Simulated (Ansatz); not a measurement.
# (SiC)2(GaN)1 [001] superlattice, started as zinc blende: phonons and vibrational spectra

Aim: the vibrations of (SiC)2(GaN)1 [001] superlattice, started as zinc blende, their spectra, and whether the structure is stable.

Calculated with Ansatz 0.2.0; DFT PBE, scalar-relativistic, plane waves, PAW.

The structure was built from a prototype and need not be the compound's stable phase.

## (1) Starting point

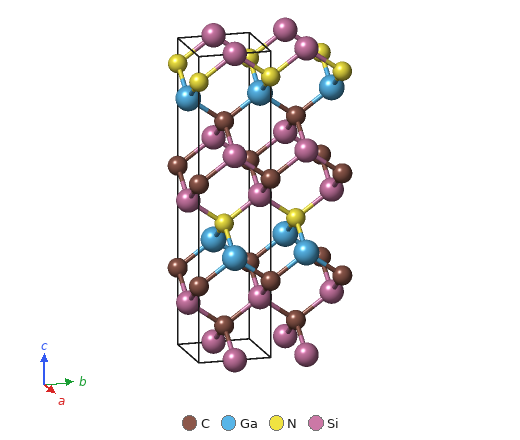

Start, viewed slightly off an axis; carbon brown, gallium blue, nitrogen yellow, silicon pink. 1×2×1 cells are drawn. This picture shows the conventional cell, with its axes. Some periodic images of atoms are drawn too.

## (2) Rough relaxation

The start is far from rest, so a relaxation with loose tolerances brings it close first.

The input, input.yaml:

```yaml
crystal:
  lattice:
    - [2.20333, 2.20333, 0.0]
    - [-2.20333, 2.20333, 0.0]
    - [2.20333, 0.0, 6.61]
  atoms:
    - { symbol: C, position: [0.416667, 0.083333, 0.166667] }
    - { symbol: C, position: [0.75, 0.75, 0.5] }
    - { symbol: Ga, position: [0.666667, 0.333333, 0.666667] }
    - { symbol: "N", position: [0.083333, 0.416667, 0.833333] }
    - { symbol: Si, position: [0.0, 0.0, 0.0] }
    - { symbol: Si, position: [0.333333, 0.666667, 0.333333] }
kpoints:
  mp_grid: { grid: [6, 6, 6] }
hamiltonian:
  xc: pbe
scf:
  occupations: { method: gaussian, width: 0.1 }
output:
  forces: true
  stress: true
  eigenvalues: true
relax:
  adjacent_minimum: "off"
  f_tol: 0.05
  max_steps: 80
  cell: { stress_tol: 0.5 }
```

Launch:

```bash
$ ansatz run input.yaml --threads 8 --pin off --max-ram 14336MiB --backend cpu --events-out ev --progress --plain --runs-dir out
```

Numbers of over 12 decimals in the logs are rounded to 6 here.

What it wrote:

```text
[...]
- [2.210897, 2.210897, 0]
    - [-2.211676, 2.211676, 0]
    - [2.211287, -0.000389326, 6.649086]
  atoms:
    - { symbol: C, position: [0.420042, 0.079958, 0.159915] }
    - { symbol: C, position: [0.757668, 0.742332, 0.484664] }
    - { symbol: Ga, position: [0.669723, 0.330277, 0.660554] }
    - { symbol: N, position: [0.070795, 0.429205, 0.858410] }
    - { symbol: Si, position: [-0.00291587, 0.00291587, 0.00583174] }
    - { symbol: Si, position: [0.334687, 0.665313, 0.330626] }
[key lines of the parts left out:]
SCF converged after 6 iterations
Free energy (F): -5941.965536 eV
Fermi energy:    10.838990 eV
P = ⅓ Tr σ = 0.0381 GPa (0.381 kbar)
```

It took 3 s on 8 threads of AMD EPYC 9R45, shared host; peak memory 0.51 GiB; 20 s of CPU time.

Relaxation path:

```
step  energy less that of the first step (eV)  largest force component (eV/Å)  pressure (GPa)  volume (Å³)
   1                                   0.0000                          3.8000            3.72        64.18
   2                                  -0.3664                          1.8441            0.56        64.81
   3                                  -0.4724                          0.2007            0.42        64.89
   4                                  -0.4758                          0.0779            0.07        65.00
   5                                  -0.4759                          0.0759            0.00        65.02
   6                                  -0.4762                          0.0128            0.00        65.03
  7*                                  -0.4781                          0.0127            0.04        65.03
```

Relaxation steps marked * repeat the geometry before them on a plane-wave basis chosen anew for their cell, so energy and pressure can jump there.

Forces are held to the 4 operations that the run works with; a distortion that breaks them can't arise in this run.

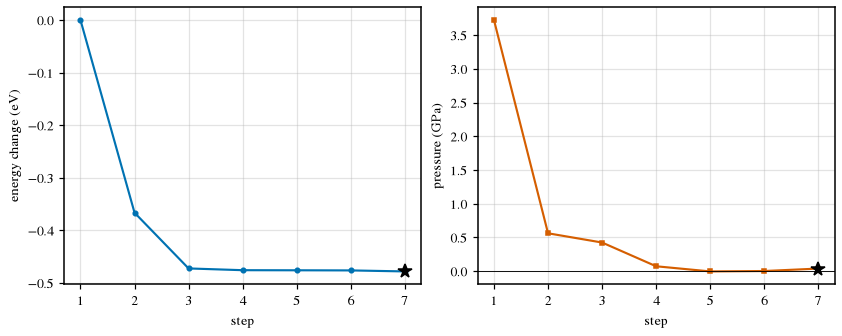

Energy and pressure along the relaxation. Stars mark steps on a basis chosen anew.

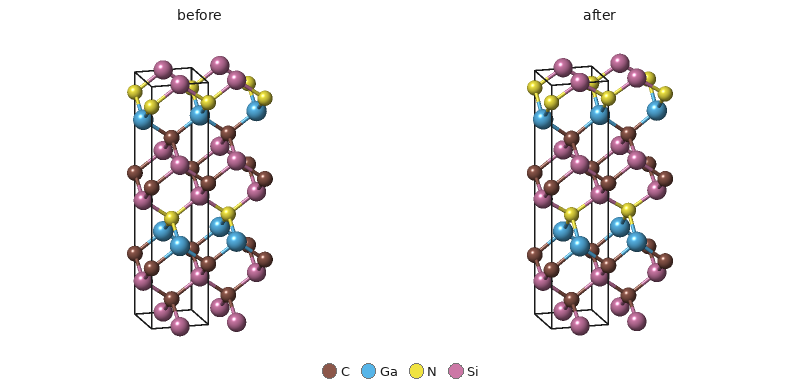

The structure before and after the relaxation, drawn at the same scale.

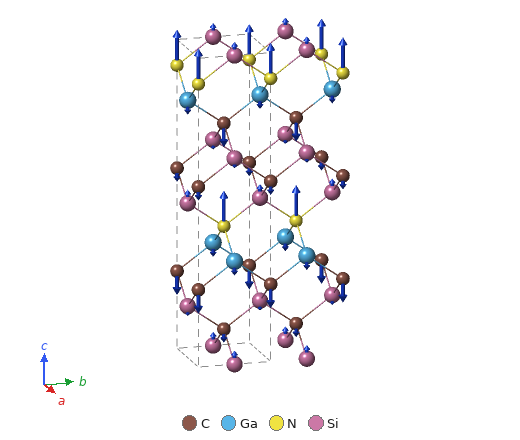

Displacements in the relaxation, exaggerated, measured against the changing cell; the longest in the cell stands for 0.17 Å. 1×2×1 conventional cells are drawn. Some periodic images of atoms are drawn too.

```
conventional cell, symmetrised  before   after  change
                         a (Å)   3.116   3.127  +0.3 %
                         b (Å)   3.116   3.128  +0.4 %
                         c (Å)  13.220  13.298  +0.6 %
              volume (Å³/atom)   10.70   10.84  +1.3 %
```

The atoms that moved most (Å, as changes of fractional coordinates times the final cell):

```
atom     dx     dy      dz  length
  N4  0.000  0.000   0.167   0.167
  C2  0.000  0.000  -0.102   0.102
  C1  0.000  0.000  -0.045   0.045
 Ga3  0.000  0.000  -0.041   0.041
 Si5  0.000  0.000   0.039   0.039
 Si6  0.000  0.000  -0.018   0.018
```

The relaxed structure:

```
C Ga N Si
1.0
     2.21090    2.21090    0.00000
    -2.21168    2.21168    0.00000
     2.21129   -0.00039    6.64909
C Ga N Si
2 1 1 2
Direct
  0.42004 0.07996 0.15992
  0.75767 0.74233 0.48466
  0.66972 0.33028 0.66055
  0.07080 0.42920 0.85841
  0.99708 0.00292 0.00583
  0.33469 0.66531 0.33063
```

A gap read on the k-mesh alone can miss the band edges.

This step gave:

```
pressure           : 0.03813 GPa
gap on the k-mesh  : 1.036 eV
volume per atom    : 10.84 Å³
direct gap on mesh : 1.512 eV
```

In this step the volume went from 10.70 to 10.84 Å³/atom.

## (3) Bringing the structure to rest

The cell and atoms are relaxed, since residual forces and stress would shift the frequencies.

The input, input.yaml:

```yaml
crystal:
  lattice:
    - [2.2108973466, 2.2108973466, 0.0]
    - [-2.2116759984, 2.2116759984, 0.0]
    - [2.2112866725, -0.0003893259, 6.6490863186]
  atoms:
    - { symbol: C, position: [0.4200424171, 0.0799575829, 0.1599151658] }
    - { symbol: C, position: [0.7576681038, 0.7423318962, 0.4846637923] }
    - { symbol: Ga, position: [0.6697231949, 0.3302768051, 0.6605536102] }
    - { symbol: "N", position: [0.0707952301, 0.4292047699, 0.8584095397] }
    - { symbol: Si, position: [-0.0029158683, 0.0029158683, 0.0058317366] }
    - { symbol: Si, position: [0.3346869223, 0.6653130777, 0.3306261554] }
kpoints:
  mp_grid: { grid: [8, 8, 8] }
hamiltonian:
  xc: pbe
scf:
  occupations: { method: gaussian, width: 0.02 }
output:
  forces: true
  stress: true
  eigenvalues: true
  write_density: true
  write_potential: true
  elf: true
  volumetric_format: npy
relax:
  adjacent_minimum: "off"
  f_tol: 0.005
  max_steps: 80
  cell: { stress_tol: 0.05 }
```

What it wrote:

```text
[...]
Crystal: 6 atoms, lattice volume = 65.025 Å³
Basis set: ecut = 420 eV, 1275 PW (Γ), exchange–correlation on 48×48×96 points (8 copies of the dense FFT grid, shifted against one another)
Bands: 23, of which v1, the nominal top of the filled ones, is band 17 counted from 1 (16 counted from 0)
Symmetry: 4 space group operations
[...]
k-points: 95 of 512 (time reversal used)
[...]
SCF iter   1: F=—  HF=-5941.978452 eV  |F-HF|=—  |Δ(HF+E_count)|=         —  Δρ=3.78e-3  dr2=3.05e-2  ethr=1.77e-3  ⟨swp⟩=6.2  Hψ=11259  notcnv=0
[...]
SCF iter   6: F=-5941.972221 eV  HF=-5941.972221 eV  |F-HF|=3.52e-8  |Δ(HF+E_count)|=   6.70e-7  Δρ=1.05e-5  dr2=3.92e-8  ethr=2.94e-10  ⟨swp⟩=13.7  Hψ=16690  notcnv=0
SCF 1 converged in 6 iterations: F = -5941.972221 eV  dr2 = 3.92e-8
  Residual-converged pass: ⟨swp⟩=1.0  Hψ=2566  notcnv=0  max |occ|·‖R‖ = 7.1e-9 eV (tolerance 1.0e-8 eV)  dr2=3.92e-8  dr2_onsite=2.62e-8  max |Δocc| = 3.6e-304
[...]
relax step   1: F+E_penalty+E_count = -5941.97222135 eV  Δ(F+E_penalty+E_count) = +0.000e0 eV  max|allowed force component| = 1.264e-2 eV/Å  Δτ_max = 0.0000 Å  P = +0.042 GPa  Ω = 65.025 Å³  (6 SCF iters, dr2 threshold 1.00e-7 eV, accepted)
Crystal: 6 atoms, lattice volume = 65.032 Å³
[...]
SCF iter   6: F=-5941.972221 eV  HF=-5941.972221 eV  |F-HF|=1.00e-11  |Δ(HF+E_count)|=  5.09e-11  Δρ=1.65e-7  dr2=1.50e-11  ethr=1.00e-12  ⟨swp⟩=4.3  Hψ=11001  notcnv=0
SCF 2 converged in 6 iterations: F = -5941.972221 eV  dr2 = 1.50e-11
relax step   2: F+E_penalty+E_count = -5941.97222085 eV  Δ(F+E_penalty+E_count) = +5.059e-7 eV  max|allowed force component| = 5.549e-3 eV/Å  Δτ_max = 0.0002 Å  P = +0.020 GPa  Ω = 65.032 Å³  energy of the carried Pulay correction = -1.581e-5 eV  (6 SCF iters, accepted)
Crystal: 6 atoms, lattice volume = 65.037 Å³
[...]
SCF iter   6: F=-5941.972212 eV  HF=-5941.972212 eV  |F-HF|=3.64e-12  |Δ(HF+E_count)|=  1.82e-12  Δρ=6.99e-8  dr2=1.56e-12  ethr=1.00e-12  ⟨swp⟩=4.5  Hψ=9624  notcnv=0
SCF 3 converged in 6 iterations: F = -5941.972212 eV  dr2 = 1.56e-12
relax step   3: F+E_penalty+E_count = -5941.97221193 eV  Δ(F+E_penalty+E_count) = +8.916e-6 eV  max|allowed force component| = 1.090e-3 eV/Å  Δτ_max = 0.0002 Å  P = +0.004 GPa  Ω = 65.037 Å³  energy of the carried Pulay correction = -2.620e-5 eV  (6 SCF iters, accepted)
[...]
SCF iter   1: F=—  HF=-5941.972209 eV  |F-HF|=—  |Δ(HF+E_count)|=         —  Δρ=3.81e-5  dr2=2.01e-8  ethr=2.58e-7  ⟨swp⟩=3.0  Hψ=17457  notcnv=0
eigensolver tolerance schedule: the retry pair's looser diagonalisation over-reported the residual by 4359.78 of it (diagonalisation noise at 0.57 of the residual, at the tolerance the schedule requests for it); recorded, not acted on — ethr = c·dr2/N_el stays at c = 1.0e-1
SCF iter   2: F=—  HF=-5941.972226 eV  |F-HF|=—  |Δ(HF+E_count)|=   1.71e-5  Δρ=1.91e-5  dr2=5.26e-9  ethr=5.91e-11  ⟨swp⟩=2.4  Hψ=3982  notcnv=0
[...]
SCF iter   8: F=-5941.972228 eV  HF=-5941.972228 eV  |F-HF|=9.09e-13  |Δ(HF+E_count)|=  2.73e-12  Δρ=1.91e-9  dr2=1.60e-15  ethr=1.00e-12  ⟨swp⟩=3.0  Hψ=7347  notcnv=0
SCF 4 converged in 8 iterations: F = -5941.972228 eV  dr2 = 1.60e-15
relax step   4: F+E_penalty+E_count = -5941.97222773 eV  Δ(F+E_penalty+E_count) = -1.580e-5 eV  max|allowed force component| = 1.098e-3 eV/Å  Δτ_max = 0.0000 Å  P = +0.005 GPa  Ω = 65.037 Å³  stress off target by 9.45e-3 GPa  SCF on the basis re-selected at this cell (its energy is not comparable with the rows above)  (8 SCF iters)
[...]
SCF converged after 8 iterations
Free energy (F): -5941.972228 eV
[...]
Internal energy: -5941.972228 eV  (E = F + TS)
E sigma→0 (E₀):  -5941.972228 eV
Fermi energy:    10.830380 eV
[...]
--- Forces (eV/Å), atoms counted from 1 ---
  atom   1  C      0.00000000     0.00000000     0.00109768
  atom   2  C      0.00000000     0.00000000    -0.00089510
  atom   3  Ga     0.00000000     0.00000000     0.00053979
  atom   4  N      0.00000000     0.00000000    -0.00098785
  atom   5  Si     0.00000000     0.00000000     0.00017651
  atom   6  Si     0.00000000     0.00000000     0.00006900
  max |Σ_I F_I| component: 3.87e-8 eV/Å
--- Stress (GPa, compression-positive) ---
        0.008324       0.001123      -0.000000
        0.001123       0.008324      -0.000000
       -0.000000      -0.000000      -0.001258
  P = ⅓ Tr σ = 0.0051 GPa (0.051 kbar)
--- Band table (eV; the first three rows and the last of 95) ---
  k-point 0: bands = [... 13 lower, 7.5795, 9.1030, 9.3319, 10.1641, 11.8233, 12.8259, 14.1703, 14.7772, ... 2 higher]
  k-point 1: bands = [... 13 lower, 7.6154, 8.9407, 9.2621, 10.1183, 11.7104, 13.0843, 14.1796, 14.8319, ... 2 higher]
  k-point 2: bands = [... 13 lower, 7.7059, 8.5303, 9.0688, 10.0045, 11.5275, 13.6295, 14.1722, 15.0391, ... 2 higher]
  k-point 94: bands = [... 13 lower, 5.7408, 5.8448, 6.5942, 6.7414, 11.9720, 12.3524, 14.7473, 15.0611, ... 2 higher]
--- Relaxed structure (3 steps of the walk, 3 accepted, 1 SCFs on fresh bases) ---
[...]
cell:  # Å, volume = 65.0372 Å³
    - [2.210646, 2.210646, 0]
    - [-2.211299, 2.211299, 0.0]
    - [2.210973, -0.000326586, 6.652200]
  atoms:
    - { symbol: C, position: [0.420020, 0.079980, 0.159959] }
    - { symbol: C, position: [0.757686, 0.742314, 0.484629] }
    - { symbol: Ga, position: [0.669701, 0.330299, 0.660597] }
    - { symbol: N, position: [0.070807, 0.429193, 0.858386] }
    - { symbol: Si, position: [-0.0029147, 0.0029147, 0.00582941] }
    - { symbol: Si, position: [0.334700, 0.665300, 0.330600] }
```

The job ended after 3.1 s (8 threads; peak memory 0.57 GiB).

Little changed from the start: no atom moved by 0.005 Å and no cell edge by 0.1 %.

This step gave:

- pressure: 0.005130 GPa
- gap on the k-mesh: 1.033 eV
- direct gap on mesh: 1.510 eV

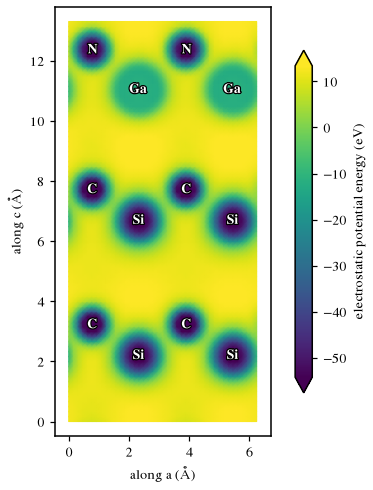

Electrostatic potential energy in the ac plane of the conventional cell at fractional y = 0.000, with atoms of C and Ga and N and Si within 0.2 Å of it. With pseudopotentials it is smooth inside the atoms' cores, unlike the true potential. The map starts off the cell's origin, so that atoms lie inside it.

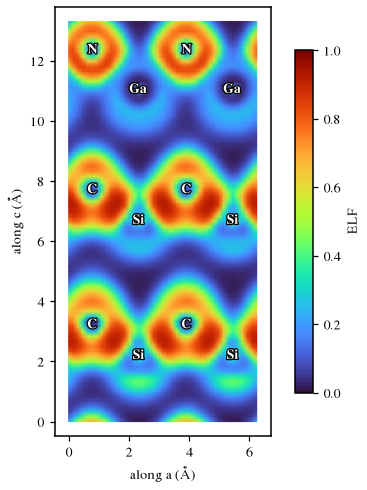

ELF in the ac plane of the conventional cell at fractional y = 0.000, with atoms of C and Ga and N and Si within 0.2 Å of it. It is the smooth field of the valence electrons, not physical close to the nuclei. The map starts off the cell's origin, so that atoms lie inside it.

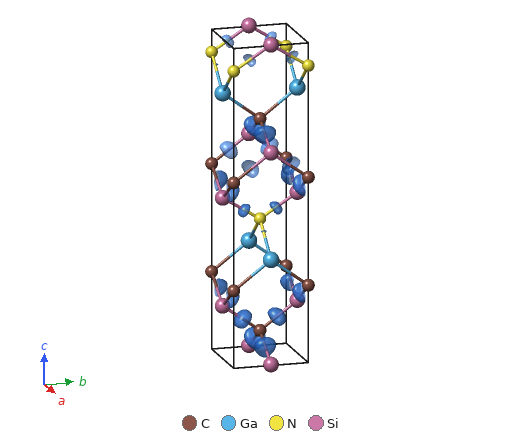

Surface of ELF = 0.85.

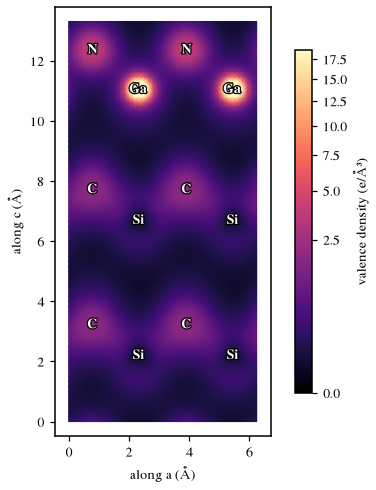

Valence density in the ac plane of the conventional cell at fractional y = 0.000, with atoms of C and Ga and N and Si within 0.2 Å of it. It is the smooth field of the valence electrons, not physical close to the nuclei. The map starts off the cell's origin, so that atoms lie inside it. The colour scale is stretched toward low values.

In this step the volume went from 10.84 to 10.84 Å³/atom.

## (4) Relaxing to small forces for the phonons

Phonons need a cell at rest on their own settings, so the relaxation is repeated with tight tolerances on forces and stress on the k mesh and occupations of the first response run.

The input, input.yaml:

```yaml
crystal:
  lattice:
    - [2.2106462736, 2.2106462736, 0.0]
    - [-2.211299445, 2.211299445, 0.0]
    - [2.2109728593, -0.0003265857, 6.6521996763]
  atoms:
    - { symbol: C, position: [0.4200203842, 0.0799796158, 0.1599592315] }
    - { symbol: C, position: [0.7576856584, 0.7423143416, 0.4846286832] }
    - { symbol: Ga, position: [0.6697012792, 0.3302987208, 0.6605974415] }
    - { symbol: "N", position: [0.0708071544, 0.4291928456, 0.8583856912] }
    - { symbol: Si, position: [-0.0029147034, 0.0029147034, 0.0058294068] }
    - { symbol: Si, position: [0.3347002272, 0.6652997728, 0.3305995456] }
kpoints:
  mp_grid: { grid: [8, 8, 8] }
hamiltonian:
  xc: pbe
scf:
  occupations: { method: fixed }
output:
  forces: true
  stress: true
  eigenvalues: true
relax:
  adjacent_minimum: "off"
  f_tol: 0.001
  max_steps: 60
  cell: { stress_tol: 0.01 }
```

What it wrote:

```text
[...]
Crystal: 6 atoms, lattice volume = 65.037 Å³
Basis set: ecut = 420 eV, 1275 PW (Γ), exchange–correlation on 48×48×96 points (8 copies of the dense FFT grid, shifted against one another)
Bands: 23, of which v1, the nominal top of the filled ones, is band 17 counted from 1 (16 counted from 0)
Symmetry: 4 space group operations
[...]
k-points: 95 of 512 (time reversal used)
[...]
- [2.210715, 2.210715, 0]
    - [-2.211338, 2.211338, 0]
    - [2.211026, -0.000311253, 6.652051]
  atoms:
    - { symbol: C, position: [0.420017, 0.079983, 0.159966] }
    - { symbol: C, position: [0.757689, 0.742311, 0.484623] }
    - { symbol: Ga, position: [0.669702, 0.330298, 0.660597] }
    - { symbol: N, position: [0.070810, 0.429190, 0.858380] }
    - { symbol: Si, position: [-0.00291608, 0.00291608, 0.00583217] }
    - { symbol: Si, position: [0.334699, 0.665301, 0.330602] }
[key lines of the parts left out:]
SCF converged after 6 iterations
Free energy (F): -5941.972228 eV
Fermi energy:    10.313054 eV
P = ⅓ Tr σ = -0.0004 GPa (-0.004 kbar)
```

It took 3.6 s on 8 threads; peak memory 0.57 GiB; 26 s of CPU time.

Little changed from the start: no atom moved by 0.005 Å and no cell edge by 0.1 %.

Numbers from this step:

```yaml
pressure: -3.65e-4 GPa
```

The largest force component left is 0.24 meV/Å and the pressure is 0.000 GPa, within the tolerances set. The cell now holds 10.84 Å³/atom.

(Part 1 of 3 ends here.)

[Logs are printed without paths, hosts, clocks, repeated set-up lines and the standing remarks that a program may print on its own settings, such as how far it seeks lower states.]

[Hosts, paths, dates, database ids (printed as entryN), source tags and the programs' standing remarks are cut or masked in the printed files.]
